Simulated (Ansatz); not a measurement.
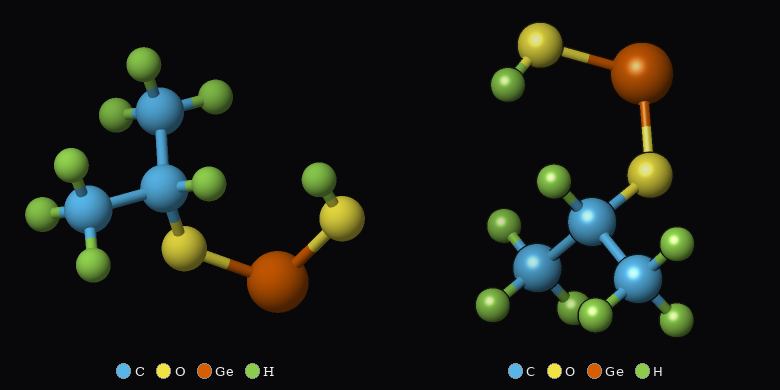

The same structure drawn twice, from different directions.

Description:

Formula C₃H₈GeO₂. SMILES: `CC(C)[O][Ge][OH]`. The point group is C1. Coordination: 3 C tetrahedral; 2 O bent; 1 Ge bent.

More results for the same structure follow; atom numbers are the same in all pictures, views and colours differ. Computed geometry: PBE0-D4/def2-TZVP optimisation.

Geometry

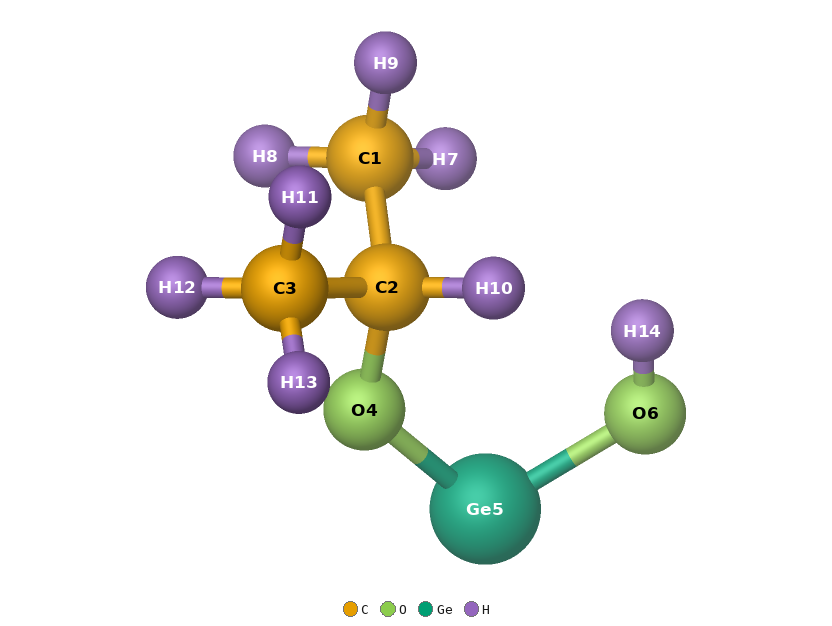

What are the angles C1–C2–C3, C1–C2–O4, C1–C2–H10, C2–C1–H7, C2–C1–H8, C2–C3–H12, C2–C3–H13, C2–O4–Ge5, C3–C2–H10, O4–C2–H10, O4–Ge5–O6, Ge5–O6–H14?

```
     angle  degrees
  C1–C2–C3    112.2
  C1–C2–O4    110.0
 C1–C2–H10    108.8
  C2–C1–H7    111.1
  C2–C1–H8    109.8
 C2–C3–H12    110.0
 C2–C3–H13    110.5
 C2–O4–Ge5    129.7
 C3–C2–H10    107.8
 O4–C2–H10    109.9
 O4–Ge5–O6    102.5
Ge5–O6–H14    117.4
```

Vibrations

Harmonic vibrations computed with RKS PBE0-D4/def2-TZVP (Ansatz 0.2.0) at a stationary point of the same level.

How many vibrational modes are there, and where do they lie?

36 modes: 51, 98, 142, 226, 255, 281, 316, 404, 422, 461, 643, 673, 774, 872, 926, 946, 1018, 1155, 1165, 1197, 1357, 1377, 1395, 1406, 1470, 1476, 1484, 1499, 2960, 3047, 3053, 3125, 3128, 3134, 3139, 3861 cm⁻¹.

Dipole moment

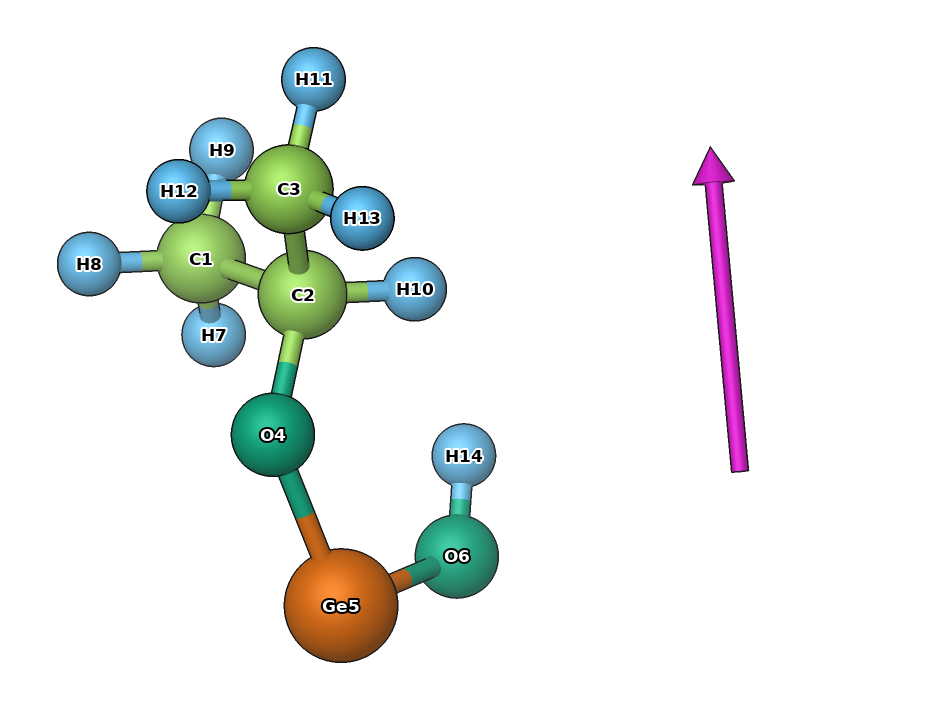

The arrow beside the molecule shows the direction of the dipole moment, from the negative to the positive end (its length means nothing). Level of theory: RKS ωB97M-V/def2-TZVPP (Ansatz 0.2.0).

How large is the dipole moment?

1.62 D; it points from the side of Ge5 to the side of H11 (the outermost atoms at the two ends).

Charges

The questions are on Mulliken charges. Level of theory: RKS B3LYP-D4/def2-TZVPP (Ansatz 0.2.0).

Which atom carries the highest charge (most positive or least negative)?

Ge5 (0.52 e).

And the lowest?

O6 (−0.44 e).

Give the Mulliken charges atom by atom.

| atom | value (e) |
| --- | --- |
| C1 | −0.24 |
| C2 | 0.16 |
| C3 | −0.23 |
| O4 | −0.43 |
| Ge5 | 0.52 |
| O6 | −0.44 |
| H7 | 0.07 |
| H8 | 0.08 |
| H9 | 0.08 |
| H10 | 0.02 |
| H11 | 0.07 |
| H12 | 0.08 |
| H13 | 0.08 |
| H14 | 0.17 |

Mulliken values depend strongly on the basis set and can even reverse the polarity of a bond.
